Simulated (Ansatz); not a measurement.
## Molecular dynamics, with input and output: SiH2ClOF (part 1 of 2)

SiH2ClOF, computed with RKS r2SCAN-D4/def2-mTZVP (Ansatz 0.2.0).

It belongs to a series of runs on one base structure; here: dynamics from the start. Figures and captions count atoms from 1; the log counts them from 0 in places.

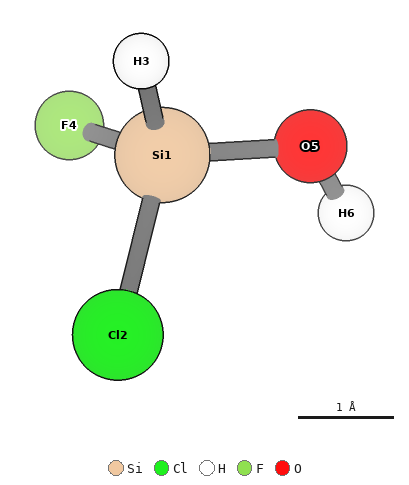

*The structure as given in the input (ball-and-stick view, seen at a tilt; atoms are numbered from 1 in the order of the input).*

Results in brief:

- outcome: finished
- mean temperature over the second half: 869 K
- trajectory: 100 steps, 25 fs
- ensemble: nvt_nose_hoover
- temperature in the input: 2000.0 K
- time step: 0.25 fs
- potential energy (last step): −25199.2534 eV
- mean-field energy (last step): −25199.2259 eV
- largest force (length of the vector) (last step): 1.764 eV/Å
- hardware: 2 threads of Arm Neoverse V2, 24 GiB of memory available, shared host
- wall time: 3.6 min (CPU time 7 min)
- peak memory: 0.17 GiB

Notes:

So short a trajectory is not equilibrated. The temperature stays far from the 2000 K of the thermostat over the second half: the run isn't equilibrated.

Input file:
```yaml
crystal:
  periodic: [false, false, false]
  atoms:
    - { symbol: Si, position_ang: [0.032366, -0.042874, 0.053095] }
    - { symbol: Cl, position_ang: [0.073974, 0.096417, 2.10081] }
    - { symbol: H, position_ang: [1.381173, 0.03265, -0.510734] }
    - { symbol: F, position_ang: [-0.818574, 1.206072, -0.459949] }
    - { symbol: O, position_ang: [-0.635419, -1.447101, -0.42282] }
    - { symbol: H, position_ang: [-1.44282, -1.755163, 0.007399] }
basis:
  gaussian: { orbitals: def2-mTZVP }
hamiltonian:
  xc: r2scan
  dispersion: d4
md:
  timestep: 0.25
  n_steps: 100
  ensemble: nvt_nose_hoover
  temperature: 2000.0
  initial_velocities: maxwell_boltzmann
  seed: 318730
  nose_hoover: { tau: 300.0, chain_length: 1 }
```

Run as:
```bash
ansatz run input.yaml --threads 2 --pin off --max-ram 3072MiB --backend cpu --events-out ev --progress --plain --runs-dir out
```

The program's output:
```
Engine: ansatz 0.2.0, aarch64-unknown-linux-gnu
Functional definition: r2SCAN
  parameter k0 = 0.174
  parameter k1 = 0.065
  parameter a1 = 4.9479
  exchange = r2scan_x(k0 = k0, k1 = k1, a1 = a1)
  correlation = r2scan_c
826 factors; their error is unknown
mean field evaluation 1: about -25193.8297 eV, gradient 6.4e1 eV
mean field evaluation 2: about -25175.2632 eV, gradient 1.2e2 eV
mean field evaluation 4: about -25199.8954 eV, gradient 7.2e0 eV
mean field evaluation 8: about -25199.9693 eV, gradient 1.3e-1 eV
mean field evaluation 16: about -25199.9552 eV, gradient 3.9e-5 eV
mean field -25199.95519489 eV, -926.0812722692 hartree, gradient 3.9e-5 eV, S^2 0.000000; 0 other end points of the search recorded, 0 dependent functions left out
the calculation of the forces begins
reference -25199.95520430 eV, -926.0812726150 hartree; 25, 25 occupied and 68, 68 virtual orbitals, 826 factors
md step     0: t =     0.00 fs  T =  2000.0 K  F+E_penalty+E_count = -25199.98327675 eV  E_kin = 1.034080 eV  conserved = -25198.94919676 eV  (27 SCF iters)
these checks for a lower state are left out or cut short: starts, cluster_reference, orbital_swaps, neighbouring_geometries, increment
826 factors; their error is unknown
mean field -25199.95257086 eV, -926.0811758376 hartree, gradient 8.7e-6 eV, S^2 0.000000; 0 other end points of the search recorded, 0 dependent functions left out
the calculation of the forces begins
reference -25199.95258027 eV, -926.0811761836 hartree; 25, 25 occupied and 68, 68 virtual orbitals, 826 factors
md step     1: t =     0.25 fs  T =  1995.0 K  F+E_penalty+E_count = -25199.98066955 eV  E_kin = 1.031490 eV  conserved = -25198.94917994 eV  (30 SCF iters)
[... from here on the SCF iterations and repeated set-up lines of each step are left out, up to the last step ...]
md step     2: t =     0.50 fs  T =  1980.3 K  F+E_penalty+E_count = -25199.97301990 eV  E_kin = 1.023873 eV  conserved = -25198.94914730 eV  (31 SCF iters)
md step     3: t =     0.75 fs  T =  1956.7 K  F+E_penalty+E_count = -25199.96081334 eV  E_kin = 1.011710 eV  conserved = -25198.94910299 eV  (30 SCF iters)
md step     4: t =     1.00 fs  T =  1925.7 K  F+E_penalty+E_count = -25199.94472294 eV  E_kin = 0.995672 eV  conserved = -25198.94905142 eV  (30 SCF iters)
md step     5: t =     1.25 fs  T =  1888.7 K  F+E_penalty+E_count = -25199.92554128 eV  E_kin = 0.976545 eV  conserved = -25198.94899694 eV  (30 SCF iters)
md step     6: t =     1.50 fs  T =  1847.4 K  F+E_penalty+E_count = -25199.90411379 eV  E_kin = 0.955171 eV  conserved = -25198.94894292 eV  (30 SCF iters)
md step     7: t =     1.75 fs  T =  1803.3 K  F+E_penalty+E_count = -25199.88128097 eV  E_kin = 0.932389 eV  conserved = -25198.94889274 eV  (31 SCF iters)
md step     8: t =     2.00 fs  T =  1758.0 K  F+E_penalty+E_count = -25199.85782764 eV  E_kin = 0.908980 eV  conserved = -25198.94884874 eV  (32 SCF iters)
md step     9: t =     2.25 fs  T =  1712.9 K  F+E_penalty+E_count = -25199.83444493 eV  E_kin = 0.885634 eV  conserved = -25198.94881247 eV  (31 SCF iters)
md step    10: t =     2.50 fs  T =  1669.0 K  F+E_penalty+E_count = -25199.81170405 eV  E_kin = 0.862921 eV  conserved = -25198.94878480 eV  (31 SCF iters)
md step    11: t =     2.75 fs  T =  1627.1 K  F+E_penalty+E_count = -25199.79004231 eV  E_kin = 0.841280 eV  conserved = -25198.94876587 eV  (30 SCF iters)
md step    12: t =     3.00 fs  T =  1587.9 K  F+E_penalty+E_count = -25199.76976018 eV  E_kin = 0.821009 eV  conserved = -25198.94875520 eV  (31 SCF iters)
md step    13: t =     3.25 fs  T =  1551.7 K  F+E_penalty+E_count = -25199.75102891 eV  E_kin = 0.802283 eV  conserved = -25198.94875166 eV  (31 SCF iters)
md step    14: t =     3.50 fs  T =  1518.6 K  F+E_penalty+E_count = -25199.73390769 eV  E_kin = 0.785161 eV  conserved = -25198.94875368 eV  (30 SCF iters)
md step    15: t =     3.75 fs  T =  1488.5 K  F+E_penalty+E_count = -25199.71836880 eV  E_kin = 0.769618 eV  conserved = -25198.94875944 eV  (31 SCF iters)
md step    16: t =     4.00 fs  T =  1461.3 K  F+E_penalty+E_count = -25199.70432856 eV  E_kin = 0.755573 eV  conserved = -25198.94876647 eV  (30 SCF iters)
md step    17: t =     4.25 fs  T =  1436.9 K  F+E_penalty+E_count = -25199.69168302 eV  E_kin = 0.742923 eV  conserved = -25198.94877270 eV  (29 SCF iters)
md step    18: t =     4.50 fs  T =  1414.9 K  F+E_penalty+E_count = -25199.68034225 eV  E_kin = 0.731581 eV  conserved = -25198.94877613 eV  (30 SCF iters)
md step    19: t =     4.75 fs  T =  1395.4 K  F+E_penalty+E_count = -25199.67026066 eV  E_kin = 0.721503 eV  conserved = -25198.94877547 eV  (31 SCF iters)
md step    20: t =     5.00 fs  T =  1378.4 K  F+E_penalty+E_count = -25199.66145707 eV  E_kin = 0.712708 eV  conserved = -25198.94877038 eV  (31 SCF iters)
md step    21: t =     5.25 fs  T =  1364.1 K  F+E_penalty+E_count = -25199.65401954 eV  E_kin = 0.705282 eV  conserved = -25198.94876154 eV  (31 SCF iters)
md step    22: t =     5.50 fs  T =  1352.6 K  F+E_penalty+E_count = -25199.64809230 eV  E_kin = 0.699369 eV  conserved = -25198.94875113 eV  (30 SCF iters)
md step    23: t =     5.75 fs  T =  1344.4 K  F+E_penalty+E_count = -25199.64384250 eV  E_kin = 0.695132 eV  conserved = -25198.94874226 eV  (31 SCF iters)
md step    24: t =     6.00 fs  T =  1339.8 K  F+E_penalty+E_count = -25199.64141106 eV  E_kin = 0.692708 eV  conserved = -25198.94873870 eV  (31 SCF iters)
md step    25: t =     6.25 fs  T =  1338.7 K  F+E_penalty+E_count = -25199.64085417 eV  E_kin = 0.692150 eV  conserved = -25198.94874415 eV  (32 SCF iters)
md step    26: t =     6.50 fs  T =  1341.0 K  F+E_penalty+E_count = -25199.64208641 eV  E_kin = 0.693370 eV  conserved = -25198.94876148 eV  (31 SCF iters)
md step    27: t =     6.75 fs  T =  1346.3 K  F+E_penalty+E_count = -25199.64483716 eV  E_kin = 0.696095 eV  conserved = -25198.94879209 eV  (31 SCF iters)
md step    28: t =     7.00 fs  T =  1353.6 K  F+E_penalty+E_count = -25199.64863079 eV  E_kin = 0.699851 eV  conserved = -25198.94883537 eV  (32 SCF iters)
md step    29: t =     7.25 fs  T =  1361.5 K  F+E_penalty+E_count = -25199.65279727 eV  E_kin = 0.703970 eV  conserved = -25198.94888878 eV  (32 SCF iters)
md step    30: t =     7.50 fs  T =  1368.6 K  F+E_penalty+E_count = -25199.65651309 eV  E_kin = 0.707632 eV  conserved = -25198.94894826 eV  (32 SCF iters)
md step    31: t =     7.75 fs  T =  1373.1 K  F+E_penalty+E_count = -25199.65886694 eV  E_kin = 0.709932 eV  conserved = -25198.94900852 eV  (31 SCF iters)
md step    32: t =     8.00 fs  T =  1373.1 K  F+E_penalty+E_count = -25199.65894130 eV  E_kin = 0.709957 eV  conserved = -25198.94906418 eV  (31 SCF iters)
md step    33: t =     8.25 fs  T =  1367.2 K  F+E_penalty+E_count = -25199.65589752 eV  E_kin = 0.706875 eV  conserved = -25198.94911035 eV  (31 SCF iters)
md step    34: t =     8.50 fs  T =  1353.9 K  F+E_penalty+E_count = -25199.64905479 eV  E_kin = 0.700007 eV  conserved = -25198.94914274 eV  (31 SCF iters)
md step    35: t =     8.75 fs  T =  1332.4 K  F+E_penalty+E_count = -25199.63795760 eV  E_kin = 0.688902 eV  conserved = -25198.94915817 eV  (32 SCF iters)
md step    36: t =     9.00 fs  T =  1302.4 K  F+E_penalty+E_count = -25199.62242629 eV  E_kin = 0.673382 eV  conserved = -25198.94915453 eV  (27 SCF iters)
md step    37: t =     9.25 fs  T =  1264.1 K  F+E_penalty+E_count = -25199.60258855 eV  E_kin = 0.653575 eV  conserved = -25198.94913090 eV  (32 SCF iters)
md step    38: t =     9.50 fs  T =  1218.3 K  F+E_penalty+E_count = -25199.57889106 eV  E_kin = 0.629929 eV  conserved = -25198.94908773 eV  (32 SCF iters)
md step    39: t =     9.75 fs  T =  1166.6 K  F+E_penalty+E_count = -25199.55209071 eV  E_kin = 0.603198 eV  conserved = -25198.94902665 eV  (32 SCF iters)
md step    40: t =    10.00 fs  T =  1111.0 K  F+E_penalty+E_count = -25199.52322586 eV  E_kin = 0.574417 eV  conserved = -25198.94895044 eV  (32 SCF iters)
md step    41: t =    10.25 fs  T =  1053.8 K  F+E_penalty+E_count = -25199.49356738 eV  E_kin = 0.544853 eV  conserved = -25198.94886339 eV  (32 SCF iters)
md step    42: t =    10.50 fs  T =   997.9 K  F+E_penalty+E_count = -25199.46454590 eV  E_kin = 0.515931 eV  conserved = -25198.94877177 eV  (32 SCF iters)
md step    43: t =    10.75 fs  T =   946.0 K  F+E_penalty+E_count = -25199.43765394 eV  E_kin = 0.489136 eV  conserved = -25198.94868268 eV  (32 SCF iters)
md step    44: t =    11.00 fs  T =   901.1 K  F+E_penalty+E_count = -25199.41433090 eV  E_kin = 0.465899 eV  conserved = -25198.94860410 eV  (32 SCF iters)
md step    45: t =    11.25 fs  T =   865.5 K  F+E_penalty+E_count = -25199.39583838 eV  E_kin = 0.447475 eV  conserved = -25198.94854387 eV  (32 SCF iters)
md step    46: t =    11.50 fs  T =   841.0 K  F+E_penalty+E_count = -25199.38313919 eV  E_kin = 0.434819 eV  conserved = -25198.94850844 eV  (32 SCF iters)
md step    47: t =    11.75 fs  T =   828.7 K  F+E_penalty+E_count = -25199.37679669 eV  E_kin = 0.428491 eV  conserved = -25198.94850221 eV  (31 SCF iters)
md step    48: t =    12.00 fs  T =   828.9 K  F+E_penalty+E_count = -25199.37690888 eV  E_kin = 0.428587 eV  conserved = -25198.94852645 eV  (32 SCF iters)
md step    49: t =    12.25 fs  T =   840.8 K  F+E_penalty+E_count = -25199.38309071 eV  E_kin = 0.434725 eV  conserved = -25198.94857893 eV  (31 SCF iters)
md step    50: t =    12.50 fs  T =   862.8 K  F+E_penalty+E_count = -25199.39450992 eV  E_kin = 0.446078 eV  conserved = -25198.94865417 eV  (31 SCF iters)
md step    51: t =    12.75 fs  T =   892.5 K  F+E_penalty+E_count = -25199.40997355 eV  E_kin = 0.461462 eV  conserved = -25198.94874392 eV  (31 SCF iters)
md step    52: t =    13.00 fs  T =   927.3 K  F+E_penalty+E_count = -25199.42805452 eV  E_kin = 0.479459 eV  conserved = -25198.94883866 eV  (31 SCF iters)
md step    53: t =    13.25 fs  T =   964.3 K  F+E_penalty+E_count = -25199.44723971 eV  E_kin = 0.498565 eV  conserved = -25198.94892877 eV  (31 SCF iters)
md step    54: t =    13.50 fs  T =  1000.6 K  F+E_penalty+E_count = -25199.46607921 eV  E_kin = 0.517340 eV  conserved = -25198.94900598 eV  (29 SCF iters)
md step    55: t =    13.75 fs  T =  1033.8 K  F+E_penalty+E_count = -25199.48331553 eV  E_kin = 0.534530 eV  conserved = -25198.94906430 eV  (31 SCF iters)
md step    56: t =    14.00 fs  T =  1062.1 K  F+E_penalty+E_count = -25199.49797702 eV  E_kin = 0.549169 eV  conserved = -25198.94910084 eV  (31 SCF iters)
md step    57: t =    14.25 fs  T =  1084.3 K  F+E_penalty+E_count = -25199.50942465 eV  E_kin = 0.560616 eV  conserved = -25198.94911591 eV  (32 SCF iters)
md step    58: t =    14.50 fs  T =  1099.6 K  F+E_penalty+E_count = -25199.51734882 eV  E_kin = 0.568558 eV  conserved = -25198.94911276 eV  (33 SCF iters)
md step    59: t =    14.75 fs  T =  1108.2 K  F+E_penalty+E_count = -25199.52172324 eV  E_kin = 0.572965 eV  conserved = -25198.94909612 eV  (32 SCF iters)
md step    60: t =    15.00 fs  T =  1110.2 K  F+E_penalty+E_count = -25199.52273212 eV  E_kin = 0.574014 eV  conserved = -25198.94907168 eV  (32 SCF iters)
md step    61: t =    15.25 fs  T =  1106.3 K  F+E_penalty+E_count = -25199.52068384 eV  E_kin = 0.572009 eV  conserved = -25198.94904500 eV  (32 SCF iters)
md step    62: t =    15.50 fs  T =  1097.2 K  F+E_penalty+E_count = -25199.51592896 eV  E_kin = 0.567296 eV  conserved = -25198.94901989 eV  (32 SCF iters)
md step    63: t =    15.75 fs  T =  1083.5 K  F+E_penalty+E_count = -25199.50879912 eV  E_kin = 0.560204 eV  conserved = -25198.94899909 eV  (32 SCF iters)
md step    64: t =    16.00 fs  T =  1065.7 K  F+E_penalty+E_count = -25199.49957107 eV  E_kin = 0.551009 eV  conserved = -25198.94898245 eV  (31 SCF iters)
md step    65: t =    16.25 fs  T =  1044.3 K  F+E_penalty+E_count = -25199.48846485 eV  E_kin = 0.539934 eV  conserved = -25198.94896860 eV  (31 SCF iters)
md step    66: t =    16.50 fs  T =  1019.6 K  F+E_penalty+E_count = -25199.47566467 eV  E_kin = 0.527164 eV  conserved = -25198.94895505 eV  (31 SCF iters)
md step    67: t =    16.75 fs  T =   992.0 K  F+E_penalty+E_count = -25199.46135463 eV  E_kin = 0.512886 eV  conserved = -25198.94893973 eV  (31 SCF iters)
md step    68: t =    17.00 fs  T =   961.9 K  F+E_penalty+E_count = -25199.44575493 eV  E_kin = 0.497322 eV  conserved = -25198.94892052 eV  (32 SCF iters)
md step    69: t =    17.25 fs  T =   929.8 K  F+E_penalty+E_count = -25199.42915211 eV  E_kin = 0.480760 eV  conserved = -25198.94889643 eV  (31 SCF iters)
md step    70: t =    17.50 fs  T =   896.6 K  F+E_penalty+E_count = -25199.41191437 eV  E_kin = 0.463567 eV  conserved = -25198.94886750 eV  (31 SCF iters)
md step    71: t =    17.75 fs  T =   863.0 K  F+E_penalty+E_count = -25199.39449073 eV  E_kin = 0.446193 eV  conserved = -25198.94883469 eV  (31 SCF iters)
md step    72: t =    18.00 fs  T =   830.0 K  F+E_penalty+E_count = -25199.37739531 eV  E_kin = 0.429148 eV  conserved = -25198.94879969 eV  (31 SCF iters)
md step    73: t =    18.25 fs  T =   798.7 K  F+E_penalty+E_count = -25199.36117990 eV  E_kin = 0.412983 eV  conserved = -25198.94876465 eV  (29 SCF iters)
md step    74: t =    18.50 fs  T =   770.3 K  F+E_penalty+E_count = -25199.34639978 eV  E_kin = 0.398251 eV  conserved = -25198.94873197 eV  (32 SCF iters)
md step    75: t =    18.75 fs  T =   745.5 K  F+E_penalty+E_count = -25199.33357666 eV  E_kin = 0.385471 eV  conserved = -25198.94870362 eV  (32 SCF iters)
md step    76: t =    19.00 fs  T =   725.5 K  F+E_penalty+E_count = -25199.32316408 eV  E_kin = 0.375096 eV  conserved = -25198.94868151 eV  (30 SCF iters)
md step    77: t =    19.25 fs  T =   710.7 K  F+E_penalty+E_count = -25199.31551636 eV  E_kin = 0.367477 eV  conserved = -25198.94866721 eV  (31 SCF iters)
md step    78: t =    19.50 fs  T =   701.8 K  F+E_penalty+E_count = -25199.31086345 eV  E_kin = 0.362845 eV  conserved = -25198.94866154 eV  (32 SCF iters)
md step    79: t =    19.75 fs  T =   698.8 K  F+E_penalty+E_count = -25199.30929416 eV  E_kin = 0.361287 eV  conserved = -25198.94866550 eV  (31 SCF iters)
md step    80: t =    20.00 fs  T =   701.6 K  F+E_penalty+E_count = -25199.31074499 eV  E_kin = 0.362740 eV  conserved = -25198.94867907 eV  (31 SCF iters)
md step    81: t =    20.25 fs  T =   709.8 K  F+E_penalty+E_count = -25199.31499877 eV  E_kin = 0.366987 eV  conserved = -25198.94870185 eV  (32 SCF iters)
md step    82: t =    20.50 fs  T =   722.7 K  F+E_penalty+E_count = -25199.32169056 eV  E_kin = 0.373664 eV  conserved = -25198.94873290 eV  (32 SCF iters)
md step    83: t =    20.75 fs  T =   739.4 K  F+E_penalty+E_count = -25199.33032258 eV  E_kin = 0.382275 eV  conserved = -25198.94877117 eV  (33 SCF iters)
md step    84: t =    21.00 fs  T =   758.6 K  F+E_penalty+E_count = -25199.34028589 eV  E_kin = 0.392213 eV  conserved = -25198.94881464 eV  (33 SCF iters)
md step    85: t =    21.25 fs  T =   779.0 K  F+E_penalty+E_count = -25199.35089163 eV  E_kin = 0.402791 eV  conserved = -25198.94886118 eV  (32 SCF iters)
```
